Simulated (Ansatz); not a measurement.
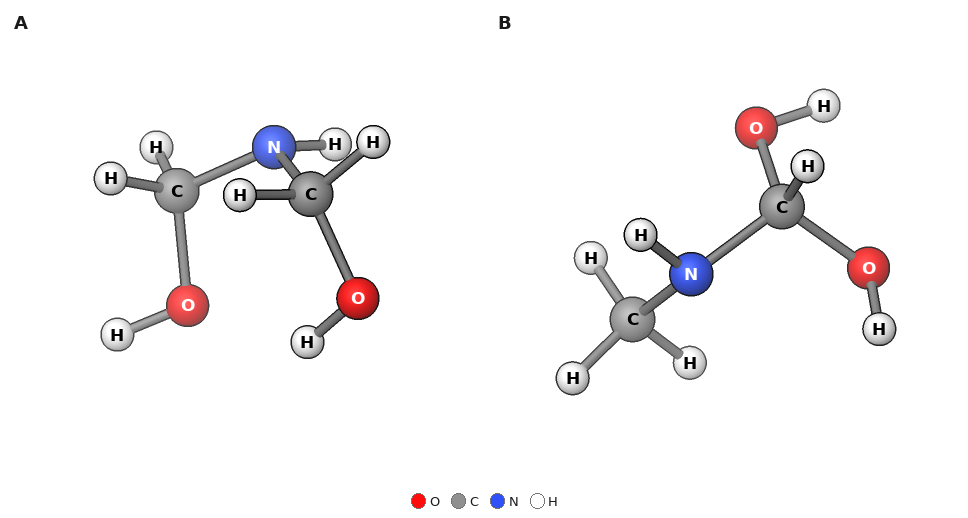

Distant atoms are faded towards the background colour. The geometry was computed by an optimisation with PBE0-D4/def2-TZVP. No frequency run is at hand to confirm it as a minimum.

Q: Can A be turned into B by a rotation alone?

A: No. They are constitutional isomers of C2H7NO2: A is OCNCO, B is CNC(O)O
